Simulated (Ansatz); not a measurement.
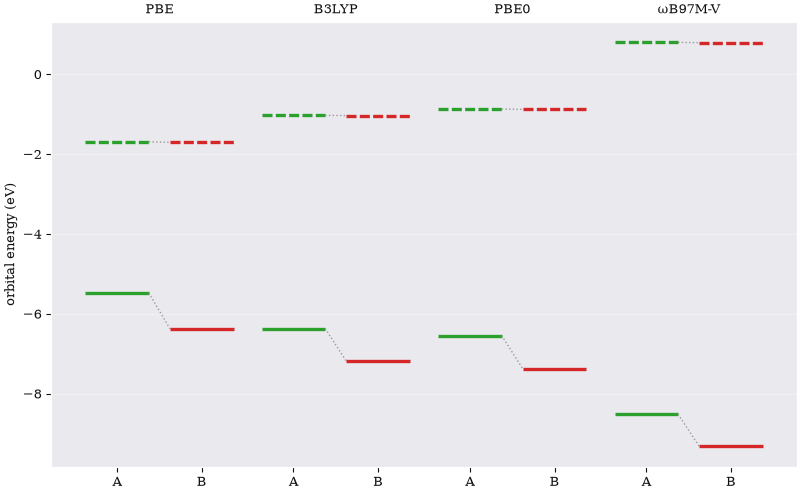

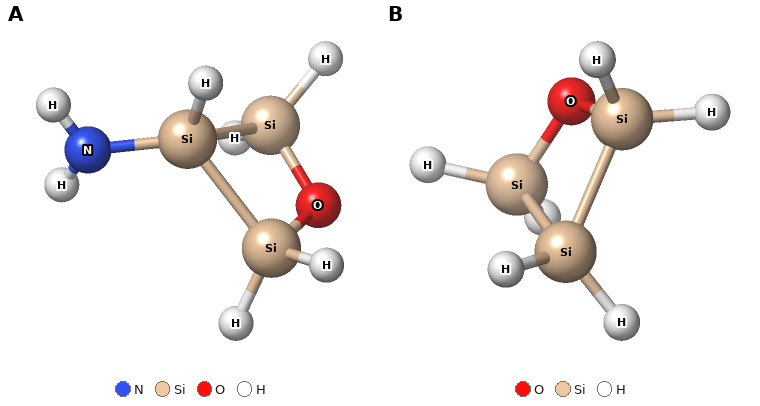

One change: A, Si₃NH₇O (SMILES N[SiH]1[SiH2]O[SiH2]1), becomes B, Si₃H₆O (SMILES O1[SiH2][SiH2][SiH2]1). NH₂ on Si is replaced by H. HOMO (solid) and LUMO (dashed) computed in def2-TZVPP at PBE0-D4/def2-TZVP geometries, both minima by their frequencies, gas phase, the Ansatz code. Empty levels above zero depend strongly on the basis.

Question: What does the change do to HOMO and LUMO?

Answer: PBE: the HOMO falls by 0.90 eV, the LUMO hardly moves, and the separation goes from 3.79 to 4.67 eV. B3LYP: the HOMO falls by 0.82 eV, the LUMO hardly moves, and the separation goes from 5.34 to 6.16 eV. PBE0: the HOMO falls by 0.83 eV, the LUMO hardly moves, and the separation goes from 5.67 to 6.50 eV. ωB97M-V: the HOMO falls by 0.81 eV, the LUMO hardly moves, and the separation goes from 9.31 to 10.11 eV.

Question: Do the functionals agree on the effect?

Answer: They agree on the direction for both levels; the HOMO shift lies between −0.90 and −0.81 eV and the LUMO shift between −0.01 and 0.00 eV, while the separations themselves differ by up to 5.5 eV between functionals.
